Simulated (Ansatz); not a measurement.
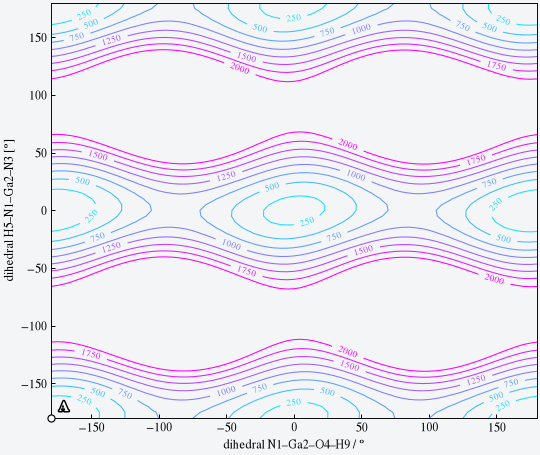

GaH₅N₂O, SMILES [NH2][Ga]([NH2])[OH]. The first coordinate is: dihedral N1–Ga2–O4–H9; the second: dihedral H5–N1–Ga2–N3. Nothing is relaxed (all other coordinates rigid). The scan uses an 18 × 18 grid. Points are written as (first, second). All energies are given in cm⁻¹ relative to the lowest grid point. These are results of RHF/def2-TZVP in Ansatz, not measurements.

The picture shows contour lines labelled in cm⁻¹ (none above 2000), the point A. Between grid points the surface is interpolated.

What is the easiest way out of the well at A, and how high is the barrier?

The easiest path leads from the well at (−180°, −180°) to the well at (0°, −180°), about 135 cm⁻¹ higher (on a rigid scan; wells that are mirror images or exchange like atoms can differ by this much). Its highest point lies about 790 cm⁻¹ above the bottom of the first well on the interpolated surface, at about (85°, −180°). Seen from the upper well the barrier is about 650 cm⁻¹. The start is the relaxed structure and all else is held, so a fully relaxed path at this level can only be lower.

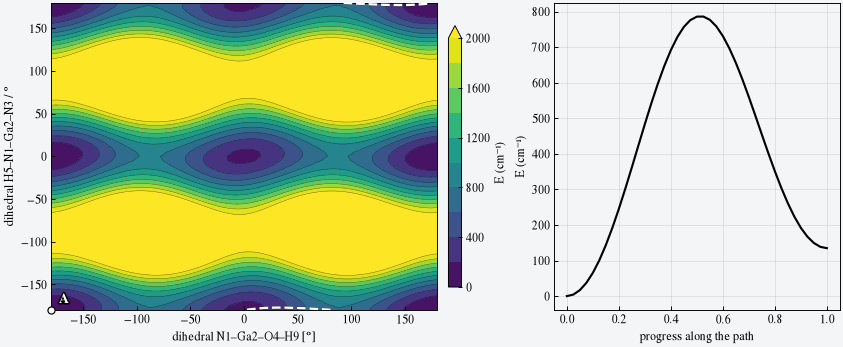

The picture shows filled contours, a line along the lowest path, one colour for all values above the top of the scale, the energy along the path at the right. Between grid points the surface is interpolated.
